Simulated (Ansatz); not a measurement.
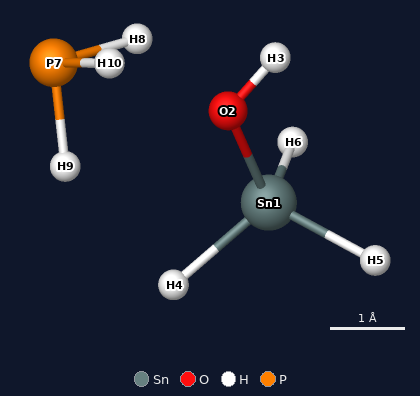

*The structure as given in the input (ball-and-stick view, seen at a tilt; atoms are numbered from 1 in the order of the input). Sticks mark near contacts.*

Bond lengths as drawn: H–O 0.98 Å, H–P 1.43 to 1.44 Å, H–Sn 1.72 to 1.74 Å and O–Sn 1.99 Å.

Geometry relaxation of SnPH7O (part 1 of 2)

The run: geometry relaxation of SnPH7O. Method and program: RKS PBE/def2-SVP (Ansatz 0.2.0).

It belongs to a series of runs on one base structure; here: end point A relaxed. Figures and captions count atoms from 1; the log counts them from 0 in places.

**The input**
```yaml
crystal:
  periodic: [false, false, false]
  atoms:
    - { symbol: Sn, position_ang: [-0.064909, 0.076324, 0.015757] }
    - { symbol: O, position_ang: [-0.013979, 0.178382, 1.998538] }
    - { symbol: H, position_ang: [-0.893291, 0.008333, 2.386447] }
    - { symbol: H, position_ang: [1.574896, 0.311287, -0.437949] }
    - { symbol: H, position_ang: [-1.043534, 1.405375, -0.53306] }
    - { symbol: H, position_ang: [-0.756886, -1.407559, -0.536355] }
    - { symbol: P, position_ang: [1.783831, -2.818525, 1.322395] }
    - { symbol: H, position_ang: [0.58135, -3.263511, 0.668681] }
    - { symbol: H, position_ang: [2.210555, -2.053159, 0.182539] }
    - { symbol: H, position_ang: [1.141467, -1.703849, 1.943606] }
basis:
  gaussian: { orbitals: def2-SVP }
hamiltonian:
  xc: pbe
relax:
  f_tol: 0.03
  max_steps: 50
output:
  orbitals: {}
```

Hardware: 2 threads of Arm Neoverse V1, 24 GiB of memory available, shared host.

Launch command:
```bash
ansatz run input.yaml --threads 2 --pin off --max-ram 3072MiB --backend cpu --events-out ev --progress --plain --runs-dir out
```

**The program's output**
```
The last accepted step is kept in [file] (removed where the run ends without a failure and the disk answers)
Engine: ansatz 0.2.0, aarch64-unknown-linux-gnu
Functional definition: PBE
  parameter kappa = 0.804
  parameter beta = 0.06672455060314922
  exchange = pbe_x(kappa = kappa, mu = beta*pi^2/3)
  correlation = pbe_c(beta = beta)
1047 factors; their error is unknown
mean field evaluation 1: about -17262.0250 eV, gradient 5.8e1 eV
mean field evaluation 2: about -17172.2555 eV, gradient 1.8e2 eV
mean field evaluation 4: about -17268.2177 eV, gradient 9.0e0 eV
mean field evaluation 8: about -17268.5023 eV, gradient 1.7e-1 eV
mean field evaluation 16: about -17268.4856 eV, gradient 2.5e-5 eV
mean field -17268.48561923 eV, -634.6051415068 hartree, gradient 2.5e-5 eV, S^2 0.000000; 0 other end points of the search recorded, 0 dependent functions left out
the calculation of the forces begins
reference -17268.48565994 eV, -634.6051430028 hartree; 26, 26 occupied and 67, 67 virtual orbitals, 1047 factors
relax step   1: F+E_penalty+E_count = -17268.48561923 eV  Δ(F+E_penalty+E_count) = +0.000e0 eV  max|allowed force component| = 9.682e-1 eV/Å  Δτ_max = 0.0000 Å  (25 SCF iters, accepted)
these checks for a lower state are left out or cut short: starts, cluster_reference, orbital_swaps, neighbouring_geometries, increment
1047 factors; their error is unknown
mean field -17268.58517609 eV, -634.6088001539 hartree, gradient 2.2e-5 eV, S^2 0.000000; 0 other end points of the search recorded, 0 dependent functions left out
[... from here on the field's lines of each further geometry are left out, up to the last ...]
relax step   2: F+E_penalty+E_count = -17268.58517609 eV  Δ(F+E_penalty+E_count) = -9.956e-2 eV  max|allowed force component| = 1.124e-1 eV/Å  Δτ_max = 0.1935 Å  (26 SCF iters, accepted)
relax step   3: F+E_penalty+E_count = -17268.59641129 eV  Δ(F+E_penalty+E_count) = -1.124e-2 eV  max|allowed force component| = 8.138e-2 eV/Å  Δτ_max = 0.0712 Å  (27 SCF iters, accepted)
relax step   4: F+E_penalty+E_count = -17268.60177060 eV  Δ(F+E_penalty+E_count) = -5.359e-3 eV  max|allowed force component| = 1.020e-1 eV/Å  Δτ_max = 0.0657 Å  (27 SCF iters, accepted)
relax step   5: F+E_penalty+E_count = -17268.58333223 eV  Δ(F+E_penalty+E_count) = +1.844e-2 eV  max|allowed force component| = 1.259e0 eV/Å  Δτ_max = 0.0577 Å  (26 SCF iters, rejected (line search))
relax step   6: F+E_penalty+E_count = -17268.60457787 eV  Δ(F+E_penalty+E_count) = -2.807e-3 eV  max|allowed force component| = 3.003e-2 eV/Å  Δτ_max = 0.0281 Å  (26 SCF iters, accepted)
relax step   7: F+E_penalty+E_count = -17268.61225891 eV  Δ(F+E_penalty+E_count) = -7.681e-3 eV  max|allowed force component| = 4.189e-2 eV/Å  Δτ_max = 0.0980 Å  (26 SCF iters, accepted)
relax step   8: F+E_penalty+E_count = -17268.61475281 eV  Δ(F+E_penalty+E_count) = -2.494e-3 eV  max|allowed force component| = 1.424e-1 eV/Å  Δτ_max = 0.1495 Å  (26 SCF iters, accepted)
relax step   9: F+E_penalty+E_count = -17268.61368024 eV  Δ(F+E_penalty+E_count) = +1.073e-3 eV  max|allowed force component| = 1.971e-1 eV/Å  Δτ_max = 0.0893 Å  (26 SCF iters, rejected (line search))
relax step  10: F+E_penalty+E_count = -17268.61796243 eV  Δ(F+E_penalty+E_count) = -3.210e-3 eV  max|allowed force component| = 6.439e-2 eV/Å  Δτ_max = 0.0434 Å  (26 SCF iters, accepted)
relax step  11: F+E_penalty+E_count = -17268.61931634 eV  Δ(F+E_penalty+E_count) = -1.354e-3 eV  max|allowed force component| = 8.545e-3 eV/Å  Δτ_max = 0.0688 Å  (25 SCF iters, accepted)
relax step  12: F+E_penalty+E_count = -17268.62098270 eV  Δ(F+E_penalty+E_count) = -1.666e-3 eV  max|allowed force component| = 5.516e-2 eV/Å  Δτ_max = 0.1476 Å  (26 SCF iters, accepted)
relax step  13: F+E_penalty+E_count = -17268.62127974 eV  Δ(F+E_penalty+E_count) = -2.970e-4 eV  max|allowed force component| = 1.817e-1 eV/Å  Δτ_max = 0.1789 Å  (26 SCF iters, accepted)
relax step  14: F+E_penalty+E_count = -17268.62243735 eV  Δ(F+E_penalty+E_count) = -1.158e-3 eV  max|allowed force component| = 8.534e-2 eV/Å  Δτ_max = 0.0265 Å  (26 SCF iters, accepted)
relax step  15: F+E_penalty+E_count = -17268.62311908 eV  Δ(F+E_penalty+E_count) = -6.817e-4 eV  max|allowed force component| = 2.991e-2 eV/Å  Δτ_max = 0.0534 Å  (26 SCF iters, accepted)
relax step  16: F+E_penalty+E_count = -17268.62351038 eV  Δ(F+E_penalty+E_count) = -3.913e-4 eV  max|allowed force component| = 7.124e-2 eV/Å  Δτ_max = 0.1605 Å  (26 SCF iters, accepted)
relax step  17: F+E_penalty+E_count = -17268.62397585 eV  Δ(F+E_penalty+E_count) = -4.655e-4 eV  max|allowed force component| = 8.984e-2 eV/Å  Δτ_max = 0.0875 Å  (25 SCF iters, accepted)
relax step  18: F+E_penalty+E_count = -17268.62450717 eV  Δ(F+E_penalty+E_count) = -5.313e-4 eV  max|allowed force component| = 4.789e-2 eV/Å  Δτ_max = 0.0214 Å  (26 SCF iters, accepted)
relax step  19: F+E_penalty+E_count = -17268.62469388 eV  Δ(F+E_penalty+E_count) = -1.867e-4 eV  max|allowed force component| = 3.601e-2 eV/Å  Δτ_max = 0.0080 Å  (26 SCF iters, accepted)
relax step  20: F+E_penalty+E_count = -17268.62483398 eV  Δ(F+E_penalty+E_count) = -1.401e-4 eV  max|allowed force component| = 2.222e-3 eV/Å  Δτ_max = 0.0138 Å  (26 SCF iters, accepted)
the calculation of the forces begins
reference -17268.62502521 eV, -634.6102645819 hartree; 26, 26 occupied and 67, 67 virtual orbitals, 1047 factors
relax step  21: F+E_penalty+E_count = -17268.62498042 eV  Δ(F+E_penalty+E_count) = -1.464e-4 eV  max|allowed force component| = 1.470e-2 eV/Å  Δτ_max = 0.0458 Å  (26 SCF iters, accepted)
1047 factors; their error is unknown
mean field evaluation 160: about -17261.9652 eV, gradient 5.8e1 eV
```

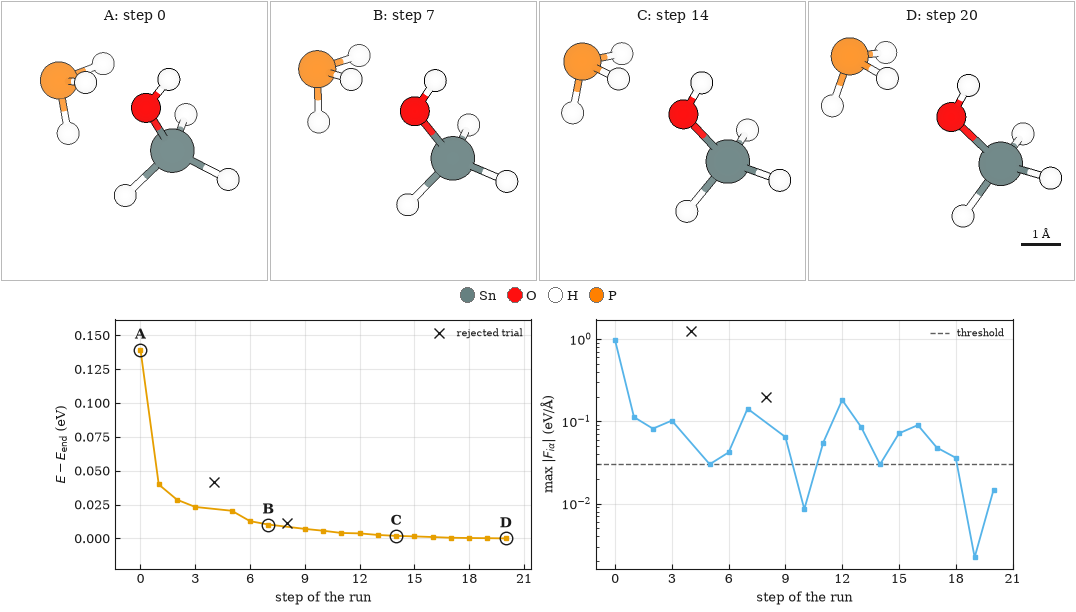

*Frames of the relaxation (ball-and-stick view, seen at a tilt) above the curves, on which the letters mark them (the first geometry is step 0 here and step 1 in the log).*

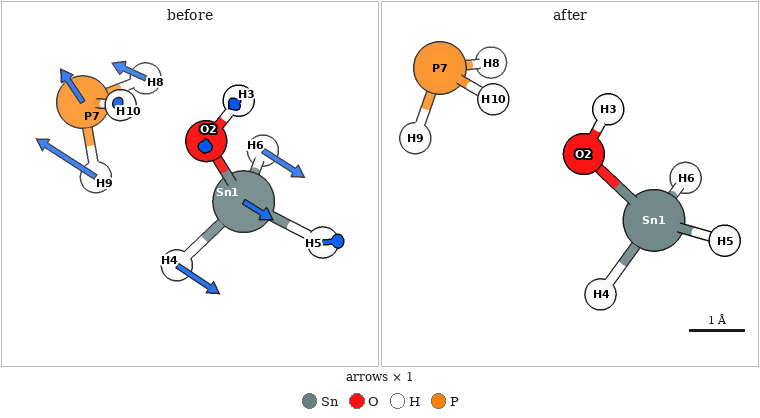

*Before (left) and after (right) the relaxation, at one scale (ball-and-stick view, seen at a tilt). The blue arrows give the displacements, at true length.*

After 20 geometry steps the energy has fallen by 0.139 eV. Largest force component: 0.97 eV/Å at the start, 0.015 eV/Å at the end. The line search rejected the trial steps at points 4, 8 (counted from 0) and went back. H9 moves most after the best rigid fit: 1.33 Å. Largest moves by element: H 1.33 Å, P 0.77 Å, Sn 0.68 Å, O 0.44 Å. Distances before and after: Sn1–O2 1.986 → 2.026 Å, P7–H10 1.429 → 1.446 Å, Sn1–H5 1.739 → 1.733 Å, Sn1–H6 1.728 → 1.732 Å. Among the angles that change: O2–Sn1–H6 111.9° → 109.6°, H4–Sn1–H5 110.4° → 112.5°. (Atoms are counted from 1 in the order of the input.)

```
mean field -17268.62498042 eV, -634.6102629359 hartree, gradient 8.8e-6 eV, S^2 0.000000; 1 other end points of the search recorded, 0 dependent functions left out
the calculation of the forces begins
reference -17268.62502521 eV, -634.6102645819 hartree; 26, 26 occupied and 67, 67 virtual orbitals, 1047 factors
Total energy: -17268.62502521 eV, -634.6102645819 hartree
Atom 0 at    -0.411484     0.585929    -0.264182 Å, force    -0.004025     0.005626     0.001139 eV/Å
Atom 1 at     0.152278     0.065417     1.611111 Å, force    -0.005293    -0.004954     0.012851 eV/Å
Atom 2 at    -0.631163    -0.147924     2.154210 Å, force     0.007887     0.002537    -0.010451 eV/Å
Atom 3 at     1.099268     0.937073    -1.006274 Å, force    -0.001341     0.000056    -0.002068 eV/Å
Atom 4 at    -1.438622     1.977573    -0.159960 Å, force     0.002000    -0.002310    -0.001746 eV/Å
Atom 5 at    -1.238872    -0.740406    -1.010597 Å, force    -0.000453     0.000004    -0.000437 eV/Å
Atom 6 at     1.868154    -3.275213     1.931197 Å, force    -0.003586     0.010590    -0.014697 eV/Å
Atom 7 at     1.019651    -3.808860     0.893439 Å, force     0.005158     0.000543     0.005244 eV/Å
Atom 8 at     2.875840    -2.879438     0.978464 Å, force    -0.010705    -0.001619     0.011219 eV/Å
Atom 9 at     1.224452    -1.981054     1.883190 Å, force     0.010359    -0.010472    -0.001055 eV/Å
Dipole moment:    -0.422747     0.248539    -0.327799 e Å
```

**Trajectory as extended XYZ (Å, eV, eV/Å), 21 frames, from step=1 to step=21**
```
10
Properties=species:S:1:pos:R:3:forces:R:3 step=1 energy=-17268.48562
Sn   -0.0649    0.0763    0.0158   -0.2093   0.3065  -0.9682
O    -0.0140    0.1784    1.9985    0.0090   0.0329   0.7978
H    -0.8933    0.0083    2.3864   -0.0004   0.0066   0.0105
H     1.5749    0.3113   -0.4379    0.0044   0.0044  -0.0086
H    -1.0435    1.4054   -0.5331   -0.0045  -0.0022   0.0179
H    -0.7569   -1.4076   -0.5364   -0.0133  -0.0118  -0.0081
P     1.7838   -2.8185    1.3224    0.3465  -0.5548   0.0399
H     0.5814   -3.2635    0.6687    0.0034   0.0038   0.0003
H     2.2106   -2.0532    0.1825    0.0012  -0.0065  -0.0067
H     1.1415   -1.7038    1.9436   -0.1371   0.2211   0.1251
10
Properties=species:S:1:pos:R:3:forces:R:3 step=2 energy=-17268.58518
Sn   -0.1489    0.2196   -0.0560    0.0157  -0.0952   0.0860
O    -0.0476    0.2435    1.9684   -0.0110  -0.0150   0.0529
H    -0.9060    0.0176    2.3792    0.0562   0.0139  -0.1124
H     1.5091    0.4002   -0.4840   -0.0498   0.0436  -0.0250
H    -1.1334    1.5439   -0.5672   -0.0320   0.0572  -0.0264
H    -0.8057   -1.2984   -0.5785   -0.0200   0.0588  -0.0281
P     1.8768   -2.9744    1.3896    0.0001  -0.0414   0.0047
H     0.6669   -3.3848    0.7234   -0.0080  -0.0560   0.0077
H     2.2870   -2.1968    0.2490    0.0614  -0.0086  -0.0144
H     1.2213   -1.8372    1.9866   -0.0127   0.0429   0.0551
10
Properties=species:S:1:pos:R:3:forces:R:3 step=3 energy=-17268.59641
Sn   -0.1702    0.2547   -0.0658   -0.0138  -0.0017   0.0221
O    -0.0516    0.2647    1.9564   -0.0492  -0.0481   0.0529
H    -0.9059    0.0085    2.3587    0.0763   0.0248  -0.0814
H     1.4778    0.4572   -0.5129   -0.0076   0.0100  -0.0220
H    -1.1549    1.5858   -0.5736   -0.0154   0.0234   0.0084
H    -0.8447   -1.2468   -0.6058   -0.0052   0.0119  -0.0126
P     1.9020   -3.0208    1.4164   -0.0052  -0.0075   0.0258
H     0.6940   -3.4403    0.7510    0.0004  -0.0210   0.0033
H     2.3242   -2.2503    0.2741    0.0262  -0.0085  -0.0036
H     1.2486   -1.8796    2.0121   -0.0065   0.0166   0.0071
10
Properties=species:S:1:pos:R:3:forces:R:3 step=4 energy=-17268.60177
Sn   -0.1894    0.2896   -0.0797   -0.0200   0.0385  -0.0126
O    -0.0494    0.2659    1.9407   -0.0854  -0.0623   0.0455
H    -0.9062    0.0002    2.3327    0.1020   0.0328  -0.0515
H     1.4504    0.5021   -0.5512    0.0015  -0.0006  -0.0130
H    -1.1795    1.6315   -0.5597    0.0052  -0.0106   0.0244
H    -0.8739   -1.2014   -0.6344   -0.0025  -0.0019  -0.0111
P     1.9225   -3.0585    1.4478   -0.0087   0.0182   0.0343
H     0.7183   -3.4868    0.7796    0.0092   0.0028   0.0005
H     2.3586   -2.2988    0.3022    0.0012  -0.0134   0.0073
H     1.2681   -1.9108    2.0327   -0.0023  -0.0035  -0.0239
10
Properties=species:S:1:pos:R:3:forces:R:3 step=5 energy=-17268.58333 accepted=F
Sn   -0.2055    0.2975   -0.0768    0.1310   0.0286  -0.1217
O    -0.0353    0.2471    1.9397    1.1830   0.3172  -0.5915
H    -0.8826    0.0023    2.2913   -1.2587  -0.3747   0.6801
H     1.4315    0.5086   -0.5626   -0.0134   0.0067  -0.0232
H    -1.1942    1.6471   -0.5230   -0.0249   0.0164   0.0188
H    -0.8886   -1.1854   -0.6560   -0.0164   0.0048   0.0170
P     1.9161   -3.0594    1.4811    0.0093  -0.0188   0.0016
H     0.7335   -3.4971    0.7819   -0.0009  -0.0095   0.0022
H     2.3934   -2.3354    0.3299    0.0211  -0.0090  -0.0078
H     1.2512   -1.8922    2.0050   -0.0302   0.0382   0.0245
10
Properties=species:S:1:pos:R:3:forces:R:3 step=6 energy=-17268.60458
Sn   -0.1926    0.2971   -0.0851   -0.0030  -0.0089   0.0015
O    -0.0393    0.2403    1.9347    0.0300  -0.0017  -0.0291
H    -0.9006   -0.0015    2.3251   -0.0182  -0.0078   0.0144
H     1.4449    0.5088   -0.5665   -0.0057   0.0064  -0.0084
H    -1.1873    1.6416   -0.5424    0.0008   0.0035   0.0240
H    -0.8797   -1.1908   -0.6465   -0.0038   0.0075  -0.0186
P     1.9208   -3.0570    1.4646   -0.0094   0.0138   0.0197
H     0.7244   -3.4915    0.7866    0.0066  -0.0034   0.0035
H     2.3690   -2.3122    0.3140    0.0080  -0.0117   0.0081
H     1.2599   -1.9018    2.0261   -0.0054   0.0024  -0.0150
10
Properties=species:S:1:pos:R:3:forces:R:3 step=7 energy=-17268.61226
Sn   -0.2060    0.3108   -0.1075   -0.0118   0.0419  -0.0216
O     0.0004    0.1878    1.9047   -0.0022  -0.0144  -0.0001
H    -0.8576   -0.0407    2.3117    0.0073  -0.0013   0.0083
H     1.4162    0.5444   -0.6286   -0.0062  -0.0056  -0.0016
H    -1.2088    1.6787   -0.4684    0.0030  -0.0062   0.0079
H    -0.9182   -1.1464   -0.7141    0.0013  -0.0042  -0.0049
P     1.9060   -3.0477    1.5347   -0.0174   0.0110   0.0137
H     0.7516   -3.5219    0.8113    0.0100  -0.0058  -0.0017
H     2.4246   -2.3667    0.3735   -0.0009  -0.0080   0.0128
H     1.2112   -1.8653    1.9932    0.0169  -0.0074  -0.0129
```
